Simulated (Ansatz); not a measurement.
# C₂F₂HfN₂O₂: shape, modes and thermochemistry

Aim: relax C₂F₂HfN₂O₂ from a cheap starting geometry, check the end point by its vibrations and derive ideal-gas thermochemistry, and look at its orbitals and charge.

Computed with Ansatz 0.2.0, Gaussian basis. Level: RKS PBE0-D4/def2-TZVP.

Plan: relaxation at PBE0-D4/def2-TZVP; harmonic vibrations at the same level; a single point in def2-TZVPP for the fields.

**1. Starting geometry**

SMILES `O=C=[N][Hf]([F])([F])[N]=C=O`, 9 atoms, charge 0, spin multiplicity 1.

Atoms are counted from 1 here; the program's logs count them from 0.

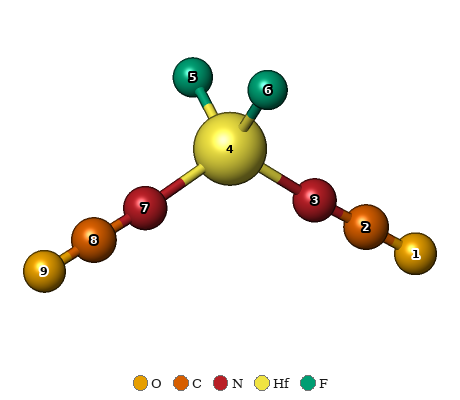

The starting geometry (oxygen amber, carbon orange, nitrogen red, hafnium yellow, fluorine teal); atoms are numbered from 1 in the order of the file.

The start is a GFN2-xTB geometry. Hf takes the def2 core potential; no spin-orbit term is included.

**2. Geometry optimisation, PBE0-D4/def2-TZVP**

The input, in.yaml:

```yaml
crystal:
  periodic: [false, false, false]
  atoms:
    - {symbol: O, position_ang: [4.004180, -0.629710, -0.367850]}
    - {symbol: C, position_ang: [2.887830, -0.332900, -0.386890]}
    - {symbol: N, position_ang: [1.728730, -0.036670, -0.393460]}
    - {symbol: Hf, position_ang: [-0.211890, 0.546020, -0.497120]}
    - {symbol: F, position_ang: [-0.784390, 0.396680, -2.263390]}
    - {symbol: F, position_ang: [-0.293520, 2.392830, -0.268380]}
    - {symbol: N, position_ang: [-1.595230, -0.317000, 0.710330]}
    - {symbol: C, position_ang: [-2.455780, -0.781630, 1.399150]}
    - {symbol: O, position_ang: [-3.279920, -1.237610, 2.067610]}
basis:
  gaussian: {orbitals: def2-TZVP}
hamiltonian: {xc: pbe0, dispersion: d4}
relax: {f_tol: 0.005, max_steps: 150}
```

Command:

```console
$ ansatz run in.yaml --threads 4 --pin off --events-out ev --progress --plain --max-ram 11315MiB
```

The log of the run, cut to the lines that bear on the results:

```text
Functional definition: PBE0
  name "PBE0"
  cite "Adamo & Barone, J. Chem. Phys. 110, 6158 (1999) doi:10.1063/1.478522"
  cite "Perdew, Burke & Ernzerhof, Phys. Rev. Lett. 77, 3865 (1996) doi:10.1103/PhysRevLett.77.3865"
  parent pbe
[...]
1677 factors; their error is unknown
[...]
mean field -15887.15426426 eV, -583.8421505116 hartree, gradient 1.1e-5 eV, S^2 0.000000; 0 other end points of the search recorded, 0 dependent functions left out
[...]
reference -15887.15430194 eV, -583.8421518963 hartree; 36, 36 occupied and 252, 252 virtual orbitals, 1677 factors
relax step   1: F+E_penalty+E_count = -15887.33770496 eV  Δ(F+E_penalty+E_count) = +0.000e0 eV  max|allowed force component| = 8.028e-1 eV/Å  Δτ_max = 0.0000 Å  (35 SCF iters, accepted)
[...]
relax step   3: F+E_penalty+E_count = -15887.42824784 eV  Δ(F+E_penalty+E_count) = -1.790e-3 eV  max|allowed force component| = 1.626e-1 eV/Å  Δτ_max = 0.0097 Å  (34 SCF iters, accepted)
[...]
relax step   5: F+E_penalty+E_count = -15887.44198770 eV  Δ(F+E_penalty+E_count) = -1.687e-3 eV  max|allowed force component| = 4.849e-2 eV/Å  Δτ_max = 0.0087 Å  (34 SCF iters, accepted)
[...]
relax step   7: F+E_penalty+E_count = -15887.44219795 eV  Δ(F+E_penalty+E_count) = -7.202e-5 eV  max|allowed force component| = 7.012e-3 eV/Å  Δτ_max = 0.0185 Å  (34 SCF iters, accepted)
[...]
relax step   8: F+E_penalty+E_count = -15887.44221629 eV  Δ(F+E_penalty+E_count) = -1.833e-5 eV  max|allowed force component| = 5.248e-3 eV/Å  Δτ_max = 0.0127 Å  (33 SCF iters, accepted)
[...]
relax step   9: F+E_penalty+E_count = -15887.44221860 eV  Δ(F+E_penalty+E_count) = -2.311e-6 eV  max|allowed force component| = 2.471e-3 eV/Å  Δτ_max = 0.0020 Å  (35 SCF iters, accepted)
1677 factors; their error is unknown
[...]
mean field -15887.25734429 eV, -583.8459386328 hartree, gradient 2.1e-5 eV, S^2 0.000000; 1 other end points of the search recorded, 0 dependent functions left out
[...]
reference -15887.25738220 eV, -583.8459400259 hartree; 36, 36 occupied and 252, 252 virtual orbitals, 1677 factors
Total energy: -15887.44225651 eV, -583.8527340315 hartree
Atom 0 at     3.826057    -0.797890    -0.153757 Å, force     0.001146     0.000123    -0.000386 eV/Å
Atom 1 at     2.740100    -0.406057    -0.276175 Å, force    -0.001030    -0.000590     0.000812 eV/Å
Atom 2 at     1.613659    -0.001000    -0.401773 Å, force    -0.001255     0.001197    -0.000890 eV/Å
Atom 3 at    -0.270008     0.697970    -0.633544 Å, force     0.001100    -0.002471     0.002398 eV/Å
Atom 4 at    -0.841168     0.406437    -2.417131 Å, force    -0.000316    -0.000066    -0.001000 eV/Å
Atom 5 at    -0.306219     2.558615    -0.274239 Å, force    -0.000046     0.000923     0.000079 eV/Å
Atom 6 at    -1.511043    -0.263297     0.641706 Å, force     0.000171     0.001343    -0.001510 eV/Å
Atom 7 at    -2.263486    -0.825680     1.394215 Å, force     0.001426    -0.000170    -0.000022 eV/Å
Atom 8 at    -2.987882    -1.369087     2.120696 Å, force    -0.001195    -0.000288     0.000520 eV/Å
Dipole moment:    -0.025466     0.065866    -0.059797 e Å
```

Wall time 54 s (4 threads of Intel Xeon Platinum 8488C, shared host); peak memory 0.94 GiB.

Along the way:

```
step  energy from step 1 (eV)  largest force component (eV/Å)
   1                   0.0000                          0.8028
   2                  -0.0888                          0.1936
   3                  -0.0905                          0.1626
   4                  -0.1026                          0.2401
   5                  -0.1043                          0.0485
   6                  -0.1044                          0.0041
   7                  -0.1045                          0.0070
   8                  -0.1045                          0.0052
   9                  -0.1045                          0.0025
```

The force was under the threshold of 0.005 eV/Å already at step 6, but the program went on to step 9.

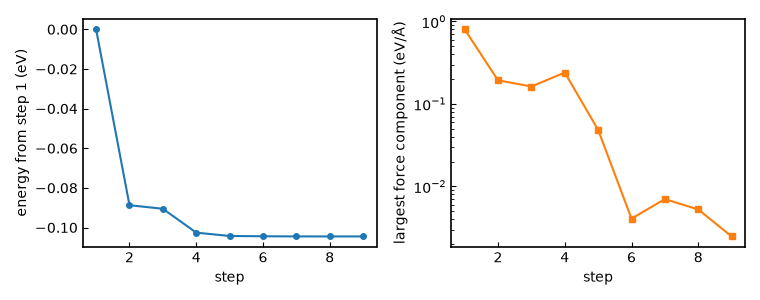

Energy and largest force along the relaxation.

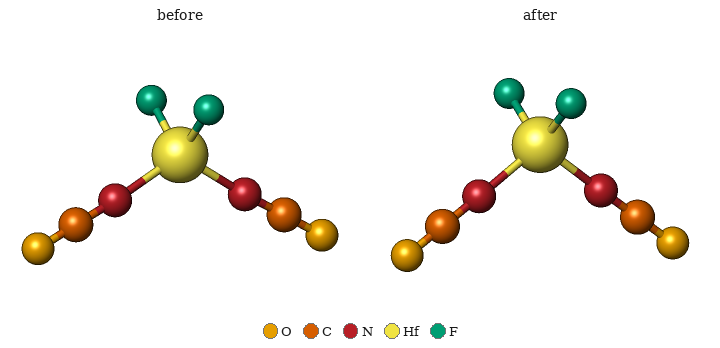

The geometry before (left) and after (right).

Close pairs (by a distance rule), those that changed most:

```
  bond  before (Å)  after (Å)  change (Å)
Hf4–F6       1.863      1.895      +0.033
Hf4–F5       1.863      1.895      +0.033
 N7–C8       1.196      1.204      +0.007
 C2–N3       1.196      1.204      +0.007
Hf4–N7       2.029      2.022      -0.006
N3–Hf4       2.029      2.022      -0.006
 C8–O9       1.155      1.161      +0.006
 O1–C2       1.155      1.161      +0.006
```

Mulliken charges at the end point, from the run's report:

```
atom  value (e)
  O1      -0.20
  C2       0.30
  N3      -0.49
 Hf4       1.59
  F5      -0.40
  F6      -0.40
  N7      -0.49
  C8       0.30
  O9      -0.20
```

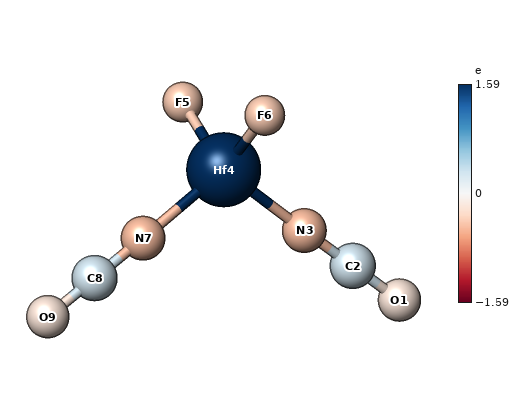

Mulliken charges at the end point, from the run's report, as colours on the atoms.

**3. Vibrations by finite differences**

The input, in.yaml:

```yaml
crystal:
  periodic: [false, false, false]
  atoms:
    - {symbol: O, position_ang: [3.826057, -0.797890, -0.153757]}
    - {symbol: C, position_ang: [2.740100, -0.406057, -0.276175]}
    - {symbol: N, position_ang: [1.613659, -0.001000, -0.401773]}
    - {symbol: Hf, position_ang: [-0.270008, 0.697970, -0.633544]}
    - {symbol: F, position_ang: [-0.841168, 0.406437, -2.417131]}
    - {symbol: F, position_ang: [-0.306219, 2.558615, -0.274239]}
    - {symbol: N, position_ang: [-1.511043, -0.263297, 0.641706]}
    - {symbol: C, position_ang: [-2.263486, -0.825680, 1.394215]}
    - {symbol: O, position_ang: [-2.987882, -1.369087, 2.120696]}
basis:
  gaussian: {orbitals: def2-TZVP}
hamiltonian: {xc: pbe0, dispersion: d4}
phonons: {temperatures: {t_min: 298.15, t_max: 900, t_step: 200}}
```

Same command.

The log of the run, cut to the lines that bear on the results:

```text
Functional definition: PBE0
  name "PBE0"
  cite "Adamo & Barone, J. Chem. Phys. 110, 6158 (1999) doi:10.1063/1.478522"
  cite "Perdew, Burke & Ernzerhof, Phys. Rev. Lett. 77, 3865 (1996) doi:10.1103/PhysRevLett.77.3865"
  parent pbe
[...]
1677 factors; their error is unknown
[...]
mean field -15887.25734430 eV, -583.8459386331 hartree, gradient 6.2e-5 eV, S^2 0.000000; 0 other end points of the search recorded, 0 dependent functions left out
[...]
reference -15887.25738221 eV, -583.8459400262 hartree; 36, 36 occupied and 252, 252 virtual orbitals, 1677 factors
[...]
1677 factors; their error is unknown
mean field -15887.25708497 eV, -583.8459291032 hartree, gradient 2.3e-6 eV, S^2 0.000000; 0 other end points of the search recorded, 0 dependent functions left out
[...]
reference -15887.25712289 eV, -583.8459304966 hartree; 36, 36 occupied and 252, 252 virtual orbitals, 1677 factors
[...]
Atom 1 at     2.740100    -0.406057    -0.276175 Å, force    -0.001056    -0.000580     0.000804 eV/Å
Atom 2 at     1.613659    -0.001000    -0.401773 Å, force    -0.001213     0.001183    -0.000884 eV/Å
Atom 3 at    -0.270008     0.697970    -0.633544 Å, force     0.001072    -0.002489     0.002386 eV/Å
Atom 4 at    -0.841168     0.406437    -2.417131 Å, force    -0.000309    -0.000064    -0.000979 eV/Å
Atom 5 at    -0.306219     2.558615    -0.274239 Å, force    -0.000046     0.000935     0.000079 eV/Å
Atom 6 at    -1.511043    -0.263297     0.641706 Å, force     0.000177     0.001351    -0.001515 eV/Å
Atom 7 at    -2.263486    -0.825680     1.394215 Å, force     0.001451    -0.000158    -0.000045 eV/Å
Atom 8 at    -2.987882    -1.369087     2.120696 Å, force    -0.001216    -0.000301     0.000539 eV/Å
Dipole moment:    -0.025463     0.065866    -0.059797 e Å
Vibrations: 28.43 42.52 55.19 66.31 164.80 165.15 170.75 172.01 173.12 395.40 400.79 650.79 655.29 655.57 656.97 657.55 659.47 1470.33 1478.74 2344.60 2383.82 cm⁻¹, zero-point energy 0.833644 eV
```

Run time: 4.5 min. Hardware: 4 threads of Intel Xeon Platinum 8488C, shared host; peak memory 0.97 GiB.

Motions are named by where the mode's potential energy lies. Wavenumbers, unscaled:

```
mode  cm⁻¹               motion
   1    28                 bend
   2    43                 bend
   3    55                 bend
   4    66                 bend
   5   165                 bend
   6   165                 bend
   7   171                 bend
   8   172                 bend
   9   173                 bend
  10   395         Hf–N stretch
  11   401         Hf–N stretch
  12   651         Hf–F stretch
  13   655                 bend
  14   656                 bend
  15   657                 bend
  16   658                 bend
  17   659         Hf–F stretch
  18  1470  C–N and C–O stretch
  19  1479  C–O and C–N stretch
  20  2345  C–O and C–N stretch
  21  2384  C–O and C–N stretch
```

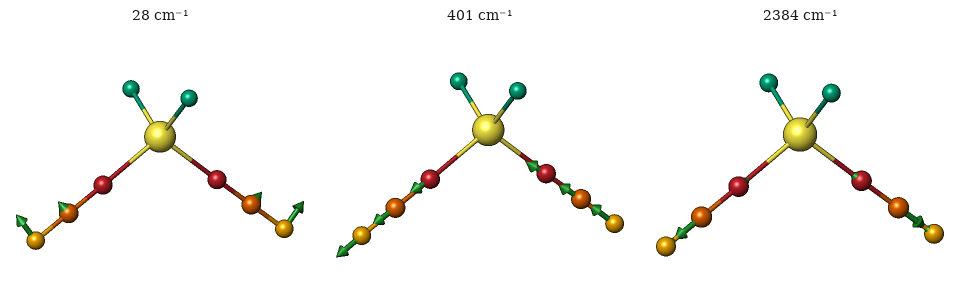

Displacements of 3 modes, as arrows.

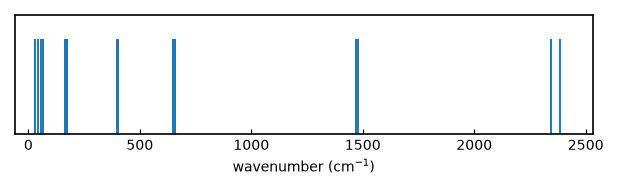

The harmonic wavenumbers as sticks (no intensities were computed).

Ideal gas, rigid rotor and harmonic oscillator at 298.15 K and 1 bar, with symmetry number 2:

```
                term            value
   zero-point energy      80.4 kJ/mol
          H(298) − E     110.9 kJ/mol
entropy, translation  180.0 J/(mol K)
   entropy, rotation  124.0 J/(mol K)
  entropy, vibration  152.0 J/(mol K)
      entropy, total  456.0 J/(mol K)
```

**4. A single point for the fields**

Edit in.yaml of step 3 so:

```diff
@@ -13,4 +13,4 @@
 basis:
-  gaussian: {orbitals: def2-TZVP}
+  gaussian: {orbitals: def2-TZVPP}
 hamiltonian: {xc: pbe0, dispersion: d4}
-phonons: {temperatures: {t_min: 298.15, t_max: 900, t_step: 200}}
+output: {orbitals: {seedname: orbitals}}
```

The command is unchanged.

The log of the run:

```text
Functional definition: PBE0
  name "PBE0"
  cite "Adamo & Barone, J. Chem. Phys. 110, 6158 (1999) doi:10.1063/1.478522"
  cite "Perdew, Burke & Ernzerhof, Phys. Rev. Lett. 77, 3865 (1996) doi:10.1103/PhysRevLett.77.3865"
  parent pbe
  parameter a = 0.25
  parameter kappa = 0.804
  parameter beta = 0.06672455060314922
  exchange = (1 - a)*pbe_x(kappa = kappa, mu = beta*pi^2/3) + a*exact_x
  correlation = pbe_c(beta = beta)
1688 factors; their error is unknown
mean field evaluation 1: about -15872.4186 eV, gradient 9.6e1 eV
mean field evaluation 2: about -15840.7478 eV, gradient 1.7e2 eV
mean field evaluation 4: about -15886.8544 eV, gradient 1.6e1 eV
mean field evaluation 8: about -15887.3417 eV, gradient 2.0e-1 eV
mean field evaluation 16: about -15887.4100 eV, gradient 3.9e-4 eV
mean field -15887.40999985 eV, -583.8515486213 hartree, gradient 3.6e-5 eV, S^2 0.000000; 0 other end points of the search recorded, 0 dependent functions left out
reference -15887.41003637 eV, -583.8515499634 hartree; 36, 36 occupied and 268, 268 virtual orbitals, 1688 factors
Total energy: -15887.59491067 eV, -583.8583439684 hartree
```

It took 4.2 s on 4 threads of Intel Xeon Platinum 8488C, shared host; peak memory 0.98 GiB.

Orbitals, density, ELF and potential are computed afterwards from the orbital file.

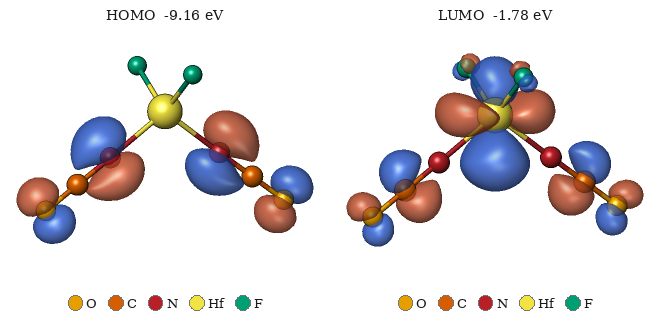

PBE0-D4/def2-TZVPP orbitals near the gap, drawn at the value that encloses 70 % of each; the two colours are the two signs.

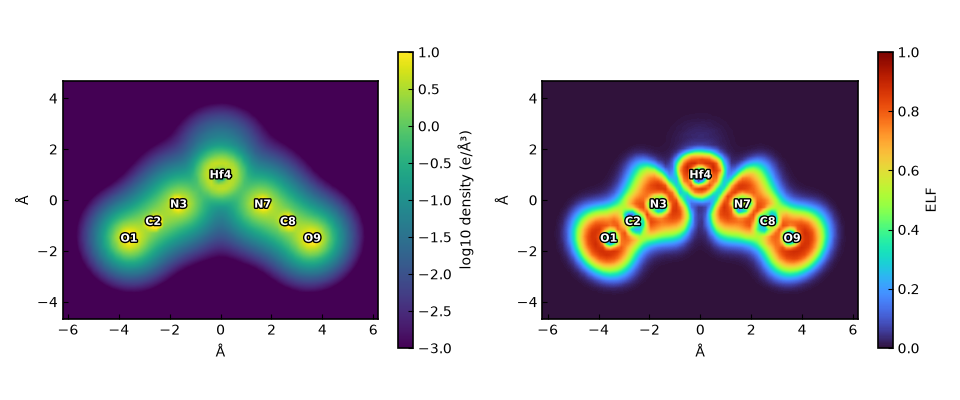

Density (left) and ELF (right) in a plane through or near 7 of the atoms.

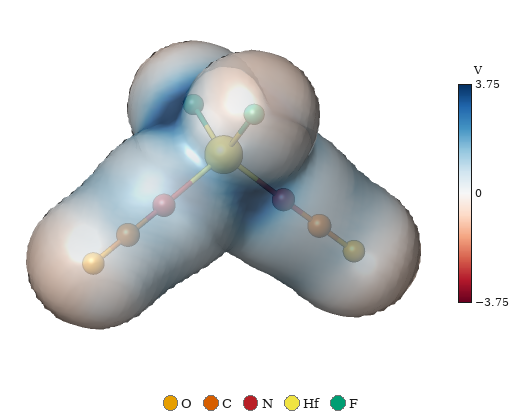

Electrostatic potential on the surface of density 0.002 e/bohr³; red is low, blue high. It runs from -0.73 V near O9 to 3.75 V near Hf4.

**5. Summary of results**

```
                  quantity            value
               point group              C2v
                     steps                9
shift from the start (rms)          0.216 Å
              total energy   -15887.4423 eV
           dispersion term         -185 meV
             dipole moment           0.44 D
lowest, highest wavenumber    28, 2384 cm⁻¹
         zero-point energy      80.4 kJ/mol
       entropy at 298.15 K  456.0 J/(mol K)
                HOMO, LUMO  -9.16, -1.78 eV
```

In words: The relaxed geometry lies 0.22 Å (rms) from the start; the bond that changed most is Hf4–F6, from 1.863 to 1.895 Å. All wavenumbers are real, so the end point is a minimum. The stiffest mode, 2384 cm⁻¹, is a C–O and C–N stretch, and 9 modes under 200 cm⁻¹ make the vibrational entropy uncertain. Harmonic hybrid wavenumbers usually lie a few per cent above measured fundamentals. The largest Mulliken charge, +1.59 e, sits on Hf4. The HOMO lies mostly on N3, N7 about 28 % each; O1, O9 about 17 % each and the LUMO on Hf4 45 %; C2, C8 about 10 % each.
